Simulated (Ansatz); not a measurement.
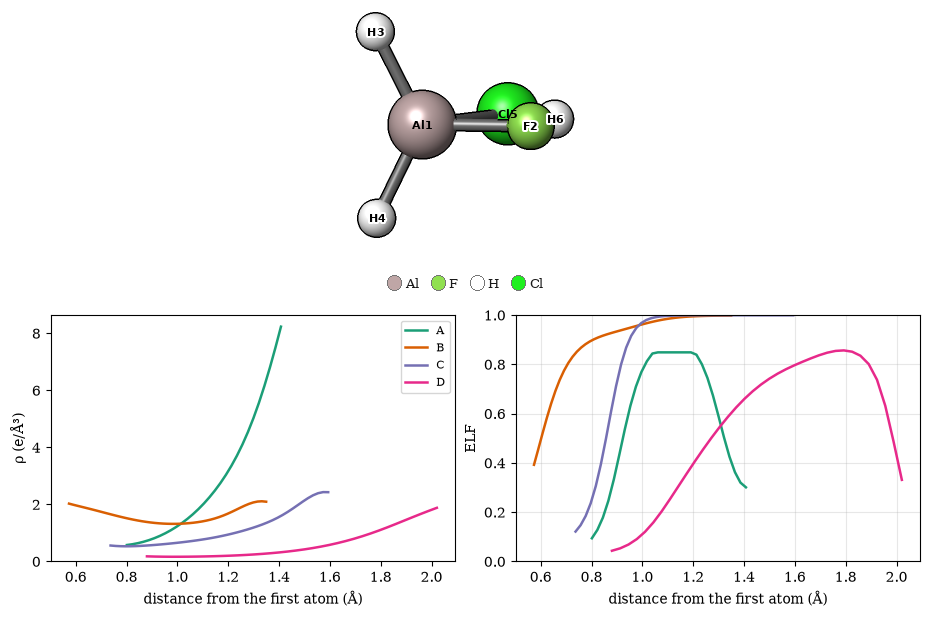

*AlClFH₃. Electron density and ELF along straight lines between neighbouring atoms. The curves leave out the atomic cores. The structure is drawn too.*

All numbers below come from RKS PBE/6-31G* (Ansatz 0.2.0).

```yaml
atoms:
  - { symbol: Al, position_ang: [0.0086, -0.0337, 0.0294] }
  - { symbol: F, position_ang: [0.0132, 0.1760, 1.7487] }
  - { symbol: H, position_ang: [1.4278, 0.1521, -0.6705] }
  - { symbol: H, position_ang: [-1.4270, 0.0662, -0.6541] }
  - { symbol: Cl, position_ang: [0.0825, -2.4822, 0.9225] }
  - { symbol: H, position_ang: [0.0536, -1.4792, 1.8243] }
```

Q: Which curve belongs to which contact (Al–Cl, Al–F, Al–H and Cl–H)? The first atom named is at distance zero.

A: Curve A: Al–F (1.73 Å): ρ at the midpoint is about 0.69 e/Å³; the ELF peaks at about 0.85 in the valence shell of F, 0.7 Å from its nucleus, and is about 0.25 at the midpoint. Curve B: Cl–H (1.35 Å): the density is about 1.8 e/Å³ at the midpoint; the ELF climbs to about 1 towards the hydrogen, as it does in any bond to H (an ordinary covalent bond to hydrogen). Curve C: Al–H (1.59 Å): the density is about 0.53 e/Å³ at the midpoint; the ELF climbs to about 1 towards the hydrogen. Curve D: Al–Cl (2.61 Å): ρ at the midpoint is about 0.25 e/Å³, with its minimum of 0.17 e/Å³ about 1.0 Å from Al; the ELF peaks at about 0.85 in the valence shell of Cl, 0.8 Å from its nucleus, and is about 0.55 at the midpoint.
